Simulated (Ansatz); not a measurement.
## How many bands does the GW gap of PtSe2/PtSe2 (1T multilayer) need?

Wanted: a G0W0 gap for PtSe2/PtSe2 (1T multilayer) that is converged in bands and cutoff, or an estimate of the limit.

Program: Ansatz 0.2.0. Level of theory: G0W0 on LDA, plane waves, PAW. Results are calculated unless marked as measured.

## (1) The starting structure

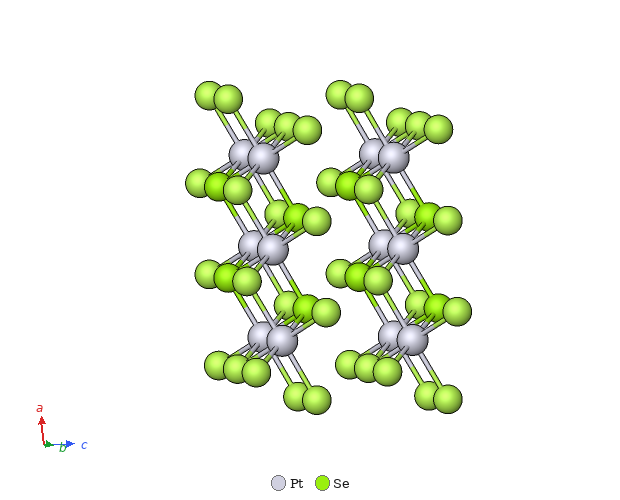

The starting structure, seen from the side, with the c axis across the page (platinum light grey, selenium green). 2×1×1 cells are drawn. Some periodic images of atoms are drawn too.

The cell holds 6 atoms: 2 Pt and 4 Se. Cell: a = 3.708 Å, b = 3.708 Å, c = 37.900 Å, α = 90.0°, β = 90.0°, γ = 120.0°. Regions: layer 1 (PtSe2), 3 atoms (1 Pt and 2 Se); layer 2 (PtSe2), 3 atoms (1 Pt and 2 Se). Vacuum lies along c.

The structure was relaxed with LDA. The runs that relaxed it are not among those shown. Spin-orbit coupling is left out unless a step names it. The default PAW set here is soft_2. Its files were made with PBE. The Coulomb interaction is cut off across the vacuum.

## (2) 239 empty bands, screening to 38 eV

Now the one-shot GW correction: screening in the RPA, then the self-energy of the levels asked for.

Contents of input.yaml:

```yaml
crystal:
  lattice:
    - [3.707607627, 0.0, 0.0]
    - [-1.8538038135, 3.2108823923, 0.0]
    - [0.0, 0.0, 37.9]
  atoms:
    - { symbol: Pt, position: [0.0, 0.0, 0.4372229916] }
    - { symbol: Se, position: [0.3333333333, 0.6666666667, 0.4704686262] }
    - { symbol: Se, position: [0.6666666667, 0.3333333333, 0.4032455286] }
    - { symbol: Pt, position: [0.0, 0.0, 0.5627770084] }
    - { symbol: Se, position: [0.3333333333, 0.6666666667, 0.5967544714] }
    - { symbol: Se, position: [0.6666666667, 0.3333333333, 0.5295313738] }
  periodic: [true, true, false]
kpoints:
  mp_grid: { grid: [6, 6, 1] }
hamiltonian:
  xc: lda
scf:
  occupations: { method: fixed }
gw:
  n_empty_bands: 239
  ecut_chi: 38
  qp_bands: [v2, c2]
  qp_kpoints: band_edges
  screening: { model: contour_deformation }
```

Run with:

```sh
$ ansatz run input.yaml --threads 3 --pin off --max-ram 92160MiB --backend cuda --events-out ev --progress --plain --runs-dir out --devices 1 --max-vram 13GiB
```

Numbers of over 12 decimals in the logs are rounded to 6 here.

Output:

```text
GPUs: using 1 of 1 available (devices: 1).
Engine: ansatz 0.2.0, x86_64-unknown-linux-gnu
Pseudopotentials: kind: paw
Pseudopotential: Pt, paw, valence charge 18, recommended cutoff 420 eV (normal), Pt.paw.azcp
Pseudopotential: Se, paw, valence charge 16, recommended cutoff 420 eV (normal), Se.paw.azcp
Functional definition: SPW92
  exchange = slater_x
  correlation = pw_c
device memory: the entry about to start is reckoned to put 4.5 GiB on a device that reports 34.4 GiB free (of which the cap on the GPU budget leaves the run 13.0 GiB)
GPU FFT provider: cuFFT
GPU libraries: cuBLAS 13.8.2, cuFFT 12.4.0, cuSOLVER 12.3.4
Crystal: 6 atoms, lattice volume = 451.188 Å³
Basis set: ecut = 420 eV, 8827 PW (Γ)
Bands: 60, of which v1, the nominal top of the filled ones, is band 50 counted from 1 (49 counted from 0)
Symmetry: 12 space group operations
Space group: P-3m1 (ITA 164), of the structure as read, at distance tolerance 7.7e-5 Å
k-points: 7 of 36
Non-local potential: Pt, projectors of the file, l = 0: 3, l = 1: 2, l = 2: 2, l = 3: 1
Non-local potential: Se, projectors of the file, l = 0: 2, l = 1: 2, l = 2: 3, l = 3: 1
PAW form: soft (Blöchl's): semilocal exchange-correlation on the pseudo side does not see the compensation charge
PAW frozen core: Pt, regenerated for the run's functional, and the local potential with it (the file was generated under x = pbe(κ = 0.804, μ = 0.219515), c = pbe(β = 0.066725))
PAW frozen core: Se, regenerated for the run's functional, and the local potential with it (the file was generated under x = pbe(κ = 0.804, μ = 0.219515), c = pbe(β = 0.066725))
PAW one-centre angular grid: Pt, 590 points (default); XC on 64 Gauss nodes
PAW one-centre angular grid: Se, 590 points (default); XC on 64 Gauss nodes
Initial density: superposition of atomic densities (neutral atoms: chi_scale 0, normalization atom), corrected by the library's trained network
Initial wavefunctions: pseudopotential atomic-orbital guess
GPU buffer pool allocated for 160000 grid points (all kernels)
GPU transforms: local potential and band sums: pruned to the plane-wave sphere, on 25×25×256
Functional: x = slater, c = lda
SCF iter   1: F=—  HF=-46025.309335 eV  |F-HF|=—  |Δ(HF+E_count)|=         —  Δρ=3.00e-3  dr2=9.02e-2  ethr=1.77e-3  ⟨swp⟩=7.1  Hψ=1667  notcnv=0  defer=54
preconditioner: auto → Resta (q_TF=auto, 2.122 Å⁻¹)  ε∞=2.4  [insulator: Δε(μ)=0.693 eV  Ē_g=9.978 eV  n_scr=78 (ndim 8)  ℏωp=11.6 eV  f_vac=0.721  ε∞_Penn≈2.4  vacuum switching on, ρ_ref=7.2e-3 e/Å³]
SCF iter   2: F=—  HF=-46025.303081 eV  |F-HF|=—  |Δ(HF+E_count)|=   6.25e-3  Δρ=2.55e-3  dr2=1.95e-1  ethr=9.02e-5  ⟨swp⟩=4.1  Hψ=975  notcnv=0  defer=56
SCF iter   3: F=—  HF=-46025.286411 eV  |F-HF|=—  |Δ(HF+E_count)|=   1.67e-2  Δρ=1.06e-3  dr2=1.17e-2  ethr=9.02e-5  ⟨swp⟩=3.3  Hψ=591  notcnv=0  defer=56
SCF iter   4: F=—  HF=-46025.285751 eV  |F-HF|=—  |Δ(HF+E_count)|=   6.60e-4  Δρ=5.45e-4  dr2=1.74e-3  ethr=1.17e-5  ⟨swp⟩=3.0  Hψ=634  notcnv=0  defer=56
SCF iter   5: F=—  HF=-46025.285531 eV  |F-HF|=—  |Δ(HF+E_count)|=   2.19e-4  Δρ=1.54e-4  dr2=7.03e-5  ethr=1.74e-6  ⟨swp⟩=3.0  Hψ=630  notcnv=0  defer=56
SCF iter   6: F=—  HF=-46025.285541 eV  |F-HF|=—  |Δ(HF+E_count)|=   9.58e-6  Δρ=3.07e-5  dr2=5.00e-6  ethr=7.03e-8  ⟨swp⟩=3.0  Hψ=839  notcnv=0  defer=55
SCF iter   7: F=—  HF=-46025.285541 eV  |F-HF|=—  |Δ(HF+E_count)|=   2.56e-7  Δρ=9.98e-6  dr2=5.66e-7  ethr=5.00e-9  ⟨swp⟩=3.0  Hψ=838  notcnv=0  defer=55
SCF iter   8: F=-46025.285541 eV  HF=-46025.285541 eV  |F-HF|=1.55e-8  |Δ(HF+E_count)|=   2.92e-7  Δρ=3.11e-6  dr2=6.11e-8  ethr=1.00e-10  ⟨swp⟩=22.6  Hψ=2689  notcnv=0
SCF 1 converged in 8 iterations: F = -46025.285541 eV  dr2 = 6.11e-8
  greatest PAW one-centre occupation: 1.000 electrons in one spin orbital (limit 2), on the Se atom at site 5 (counted from 0), in its partial waves of l = 2
device memory: the entry about to start is reckoned to put 5.6 GiB (of the 5.7 GiB reckoned in all, the device holds 0.1 GiB already) on a device that reports 34.3 GiB free (of which the cap on the GPU budget leaves the run 12.9 GiB)
NSCF: frozen V_eff on 7 k-points
the band table was solved once the SCF had ended and its energy, with any forces and stress, was formed, with the checks that follow a solve (2238 applications of the Hamiltonian). They found nothing against the state; the energy, forces and stress were not computed again (output.eigenvalues in the input reference)
device memory: the entry about to start is reckoned to put 5.0 GiB on a device that reports 34.4 GiB free (of which the cap on the GPU budget leaves the run 13.0 GiB)
NSCF: frozen V_eff on 7 k-points
G₀W₀ screening: q 1/7
[... further progress lines ...]
SCF converged after 8 iterations
Free energy (F): -46025.285541 eV
Harris-Foulkes:  -46025.285541 eV  (|F-HF|=1.55e-8)
Internal energy: -46025.285541 eV  (E = F + TS)
E sigma→0 (E₀):  -46025.285541 eV
Fermi energy:    -5.228684 eV
--- Per-component energies (eV) ---
  E_band       = -3745.522358
  E_kinetic    = 1755.489995
  E_local      = -502707.988518  (includes V_loc(G=0)·N_el)
  E_nonlocal   = -1940.012979
  E_hartree    = 249945.406520
  E_xc         = -936.875648
  E_vxc        = -1001.741516  (∫ρ·V_xc dr)
  E_paw        = -25666.234361  (= ΣΔE_a)
  E_vpaw       = 257.854617  (= ΣTr[D̂ρ^β])
  E_aug_tail   = -0.002048  (compensation charges beyond the density's cutoff)
  E_ewald      = 233515.134311
  E_core_change = 9.797188  (= ΣΔE_core)
  E_smearing   = -0.000000  (= −TS)
  E_closure    = 0.000000  (closes the sum)
  Σ components = -46025.285541   (vs F -46025.285541, Δ=0.00e0)
--- Band table (eV; the first three rows and the last of 7) ---
  k-point 0: bands = [... 46 lower, -6.3817, -5.9793, -5.9793, -5.2287, -3.3238, -3.3238, -2.6764, -2.6764, ... 6 higher]
  k-point 1: bands = [... 46 lower, -6.4308, -6.1208, -6.0140, -5.3949, -4.1478, -3.7808, -3.7122, -2.9234, ... 6 higher]
  k-point 2: bands = [... 46 lower, -7.1797, -6.9896, -6.7791, -5.9648, -4.5409, -3.8055, -3.5273, -2.8939, ... 6 higher]
  k-point 6: bands = [... 46 lower, -7.3044, -7.3044, -6.8052, -6.8052, -4.6035, -4.6035, -3.2885, -3.2885, ... 6 higher]
  ° read free of the cell's end (the report's vacuum.weakly_bound_levels)
  °? not known for the slab's own: over its row's bound_up_to_ev there, or no deeper under its free states than its continued_xc_part_ev in size
--- G₀W₀: contour deformation, 7 samples at zero and on the imaginary axis and 1 off it, 36 q-points, 239 empty bands' worth ---
  eigenvalues of the whole cell's RPA ε∞ on this k-mesh (on a slab, of 1 + 4πα/V) = 1.2444, 6.5512, 6.5512; static W/v taken at q = 0 is 0.332149
  gw.qp_kpoints: band_edges: 6 of 7 stored k-points solved, in 1 pass; an edge of the gap read off the rows below is read off those points alone
    valence top: of the k-points left out ik 3 came nearest to being solved in a further pass, in band 50 (counted from 1, as in the quasiparticle table): it holds the edge there only if its correction is more favourable than any solved in that band by at least 1.442 eV; those differ by 0.188 eV
    conduction bottom: of the k-points left out ik 3 came nearest to being solved in a further pass, in band 51 (counted from 1, as in the quasiparticle table): it holds the edge there only if its correction is more favourable than any solved in that band by at least 0.644 eV; those differ by 0.057 eV
    ik  band        ε_KS         Σx   Σc(E_QP)       V_xc       Z   E_QP_lin       E_QP  E_QP is
     0    49     -5.9793   -17.8441     1.6016   -16.6326  0.7292    -5.5937    -5.5892  root
     0    50     -5.2287   -16.3105     0.6510   -16.1173  0.7375    -4.7752    -4.7709  root
     0    51     -3.3238   -17.2088    -2.4280   -20.5825  0.7153    -2.3394    -2.3780  root
     0    52     -3.3238   -17.2088    -2.4280   -20.5825  0.7153    -2.3394    -2.3780  root
     1    49     -6.0140   -19.4596     1.9458   -17.8948  0.7285    -5.6373    -5.6330  root
     1    50     -5.3949   -19.2569     1.1801   -18.5506  0.7342    -4.9260    -4.9212  root
     1    51     -4.1478   -16.8956    -2.2050   -19.9934  0.7324    -3.2192    -3.2550  root
     1    52     -3.7808   -15.7034    -2.4390   -19.0428  0.7306    -2.8415    -2.8804  root
     2    49     -6.7791   -21.2897     2.6206   -18.9898  0.7140    -6.4623    -6.4583  root
     2    50     -5.9648   -18.8379     1.7328   -17.4520  0.7248    -5.6216    -5.6179  root
     2    51     -4.5409   -17.3956    -2.2903   -20.6173  0.7297    -3.5722    -3.6096  root
     2    52     -3.8055   -16.6030    -2.5689   -20.1044  0.7185    -2.8329    -2.8731  root
     4    49     -6.4467   -20.8718     2.4919   -18.6724  0.7103    -6.1574    -6.1541  root
     4    50     -5.7512   -19.6966     1.7466   -18.3414  0.7284    -5.3639    -5.3598  root
     4    51     -4.4801   -16.7982    -2.4109   -20.1585  0.7311    -3.4913    -3.5307  root
     4    52     -4.1009   -15.7462    -2.5188   -19.1458  0.7280    -3.1843    -3.2200  root
     5    49     -6.9425   -24.0418     3.3420   -20.9782  0.6982    -6.6672    -6.6640  root
     5    50     -6.2917   -21.4795     2.4322   -19.3886  0.7195    -5.9545    -5.9504  root
     5    51     -4.4539   -17.1925    -2.4801   -20.6031  0.7278    -3.4817    -3.5234  root
     5    52     -3.9533   -16.7336    -2.7694   -20.4528  0.7166    -2.9630    -3.0035  root
     6    49     -6.8052   -24.0653     3.3046   -21.0461  0.7016    -6.5233    -6.5198  root
     6    50     -6.8052   -24.0653     3.3046   -21.0461  0.7016    -6.5233    -6.5198  root
     6    51     -4.6035   -17.0409    -2.5337   -20.5092  0.7290    -3.6307    -3.6689  root
     6    52     -4.6035   -17.0409    -2.5337   -20.5092  0.7290    -3.6307    -3.6689  root
```

Wall time 21 s (1 × NVIDIA H100 80GB HBM3 (shared by 6 runs) with 3 threads of AMD EPYC 7R13 (Zen 3), shared host); peak memory 1.5 GiB.

This step gave:

```
bands summed                                 : 289
plane waves in the screening matrix          : 213
q-points in the mesh                         : 36
G0W0 gap on the mesh                         : 1.102 eV
k of the valence top                         : 0, 0, 0
k of the conduction bottom                   : 0.3333, 0.3333, 0
starting gap on the mesh                     : 0.6251 eV
Z at the valence top                         : 0.7375
Z at the conduction bottom                   : 0.7290
least direct G0W0 gap on the computed points : 1.666 eV
```

The gap on the mesh goes from 0.63 eV to 1.10 eV, a correction of +0.48 eV. Between the two edge states, bare exchange in place of the xc potential would open the gap by 3.66 eV, and correlation takes back 3.18 eV.

## (3) 600 empty bands, screening to 70 eV

Another rung: the empty bands reach about as high as the screening cutoff, so the two stay in balance.

Changes to input.yaml since step 2:

```diff
@@ -19,5 +19,6 @@
   occupations: { method: fixed }
+  convergence: { dr2_threshold: 1.0e-10 }
 gw:
-  n_empty_bands: 239
-  ecut_chi: 38
+  n_empty_bands: 600
+  ecut_chi: 70.0
   qp_bands: [v2, c2]
```

Output:

```text
GPUs: using 1 of 1 available (devices: 1).
[...]
GPU FFT provider: cuFFT
GPU libraries: cuBLAS 13.8.2, cuFFT 12.4.0, cuSOLVER 12.3.4
Crystal: 6 atoms, lattice volume = 451.188 Å³
Basis set: ecut = 420 eV, 8827 PW (Γ)
Bands: 60, of which v1, the nominal top of the filled ones, is band 50 counted from 1 (49 counted from 0)
[... 1 set-up line as in the run before ...]
[...]
k-points: 7 of 36
[...]
GPU buffer pool allocated for 160000 grid points (all kernels)
[...]
SCF iter   1: F=—  HF=-46025.309335 eV  |F-HF|=—  |Δ(HF+E_count)|=         —  Δρ=3.00e-3  dr2=9.02e-2  ethr=1.77e-3  ⟨swp⟩=7.1  Hψ=1667  notcnv=0  defer=54
[...]
SCF iter  13: F=-46025.285541 eV  HF=-46025.285541 eV  |F-HF|=5.24e-10  |Δ(HF+E_count)|=  1.75e-10  Δρ=2.17e-8  dr2=1.27e-11  ethr=1.00e-12  ⟨swp⟩=2.4  Hψ=992  notcnv=0
SCF 1 converged in 13 iterations: F = -46025.285541 eV  dr2 = 1.27e-11
[...]
NSCF: frozen V_eff on 7 k-points
[...]
G₀W₀ screening: q 1/7
[... further progress lines ...]
[...]
SCF converged after 13 iterations
Free energy (F): -46025.285541 eV
[...]
Internal energy: -46025.285541 eV  (E = F + TS)
E sigma→0 (E₀):  -46025.285541 eV
Fermi energy:    -5.228764 eV
[...]
--- Band table (eV; the first three rows and the last of 7) ---
  k-point 0: bands = [... 46 lower, -6.3818, -5.9794, -5.9794, -5.2288, -3.3239, -3.3239, -2.6765, -2.6765, ... 6 higher]
  k-point 1: bands = [... 46 lower, -6.4309, -6.1209, -6.0141, -5.3950, -4.1479, -3.7809, -3.7123, -2.9235, ... 6 higher]
  k-point 2: bands = [... 46 lower, -7.1798, -6.9897, -6.7791, -5.9649, -4.5410, -3.8056, -3.5274, -2.8939, ... 6 higher]
  k-point 6: bands = [... 46 lower, -7.3045, -7.3045, -6.8053, -6.8053, -4.6036, -4.6036, -3.2885, -3.2885, ... 6 higher]
  ° read free of the cell's end (the report's vacuum.weakly_bound_levels)
[...]
0    49     -5.9794   -17.8441     1.2619   -16.6326  0.7240    -5.9290    -5.9290  root
     0    50     -5.2288   -16.3105     0.3448   -16.1172  0.7308    -5.0777    -5.0772  root
     0    51     -3.3239   -17.2087    -2.7183   -20.5825  0.7092    -2.6510    -2.6684  root
     0    52     -3.3239   -17.2087    -2.7183   -20.5825  0.7092    -2.6510    -2.6684  root
     1    49     -6.0141   -19.4595     1.6155   -17.8948  0.7228    -5.9633    -5.9632  root
     1    50     -5.3950   -19.2568     0.8747   -18.5505  0.7285    -5.2273    -5.2266  root
     1    51     -4.1479   -16.8956    -2.4756   -19.9933  0.7271    -3.5088    -3.5257  root
     1    52     -3.7809   -15.7034    -2.7209   -19.0428  0.7249    -3.1438    -3.1624  root
[...]
6    49     -6.8053   -24.0652     3.0374   -21.0460  0.6962    -6.7871    -6.7871  root
     6    50     -6.8053   -24.0652     3.0374   -21.0460  0.6962    -6.7871    -6.7871  root
     6    51     -4.6036   -17.0409    -2.7908   -20.5091  0.7237    -3.9067    -3.9262  root
     6    52     -4.6036   -17.0409    -2.7908   -20.5091  0.7237    -3.9067    -3.9262  root
```

It took 78 s on 1 × NVIDIA H100 80GB HBM3 (shared by 6 runs) with 3 threads; peak memory 2.4 GiB; 2 min of CPU time.

This step gave:

| Quantity | Value |
| --- | --- |
| bands summed | 650 |
| plane waves in the screening matrix | 645 |
| q-points in the mesh | 36 |
| G0W0 gap on the mesh | 1.151 eV |
| k of the valence top | 0, 0, 0 |
| k of the conduction bottom | 0.3333, 0.3333, 0 |
| starting gap on the mesh | 0.6251 eV |
| Z at the valence top | 0.7308 |
| Z at the conduction bottom | 0.7237 |
| least direct G0W0 gap on the computed points | 1.701 eV |

Against the run with 6×6×1 mesh, 239 empty bands, screening to 38 eV, the gap moves by +0.05 eV.

## (4) Side by side

Times are wall times on 1 × NVIDIA H100 80GB HBM3 (shared by 6 runs) with 3 threads of AMD EPYC 7R13 (Zen 3), shared host, good to a factor of about two.

```
 mesh        files            frequency  bands summed  cutoff (eV)  start (eV)  G0W0 (eV)  time  host memory (GiB)
6×6×1  default PAW  contour deformation           289           38       0.625      1.102  21 s                1.5
6×6×1  default PAW  contour deformation           650           70       0.625      1.151  78 s                2.4
```

The parts of the quasiparticle energy at the two band edges (eV; QP = start + Σx + Σc − Vxc):

```csv
run,edge,start,Σx,Σc,Vxc,Z,QP
289 bands,valence top,-5.23,-16.31,0.65,-16.12,0.74,-4.77
289 bands,conduction bottom,-4.60,-17.04,-2.53,-20.51,0.73,-3.67
650 bands,valence top,-5.23,-16.31,0.34,-16.12,0.73,-5.08
650 bands,conduction bottom,-4.60,-17.04,-2.79,-20.51,0.72,-3.93
```

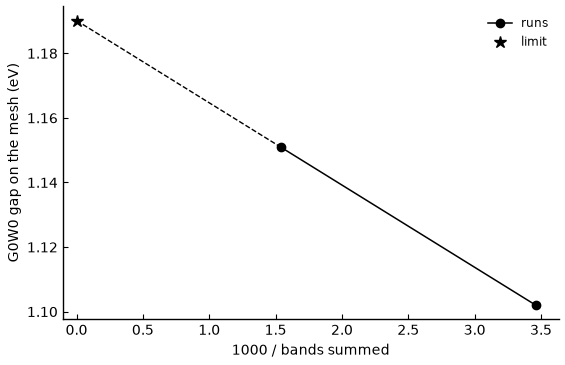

The gap against one over the number of bands; the dashed line carries the two highest rungs to the limit.

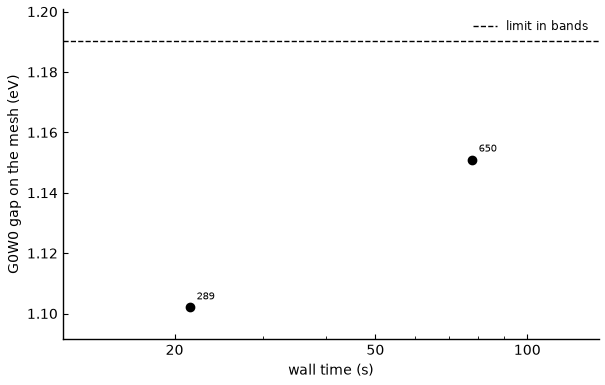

Result against wall time.

## (5) What came out

| Property | Result |
| --- | --- |
| 289 bands, 38 eV | 1.102 eV |
| 650 bands, 70 eV | 1.151 eV |
| estimated limit in bands and cutoff | 1.19 eV |
| mesh and start | 6×6×1, LDA |

In words: A line in one over the bands through the two rungs gives 1.19 eV, +0.04 eV from the top rung; with two points alone it is an unchecked estimate. The rungs stand 0.09 eV (289 bands) and 0.04 eV (650 bands) from it. From 289 to 650 bands the gap moves by +0.05 eV while the time grows 3.6-fold. Σc changes by −0.31 eV at the valence top and −0.26 eV at the conduction bottom, so the levels themselves move more than the gap between them. The 6×6×1 mesh misses a band edge: over a band path and its finer mesh (run apart) the LDA gap is 0.15 eV, so the G0W0 gap over the zone may lie about 0.48 eV below its value on the mesh. The mesh in the plane is coarse for a sheet; gap and any exciton binding can still move on denser ones. The runs have no spin polarisation. For a closed low-spin shell that is the natural state; where a d or f shell is open it is a constraint, and the gap is then not the crystal's own. With d states at the gap, one-shot GW leans hard on its start. The many-body steps are scalar-relativistic: spin-orbit coupling is not in them.

[Paths, hosts, dates, memory and timing lines, banners, echoed tables and standing remarks are left out of the program output.]

[Logs are printed without paths, hosts, clocks, repeated set-up lines and the standing remarks that a program may print on its own settings, such as how far it seeks lower states.]

[Runs of the session that timed out or met a known fault of the program may be left out.]

[Cells called generated may have been cut or substituted from an entry of the Crystallography Open Database or the Materials Project.]

[Hosts, paths, dates, database ids (printed as entryN), source tags and the programs' standing remarks are cut or masked in the printed files.]
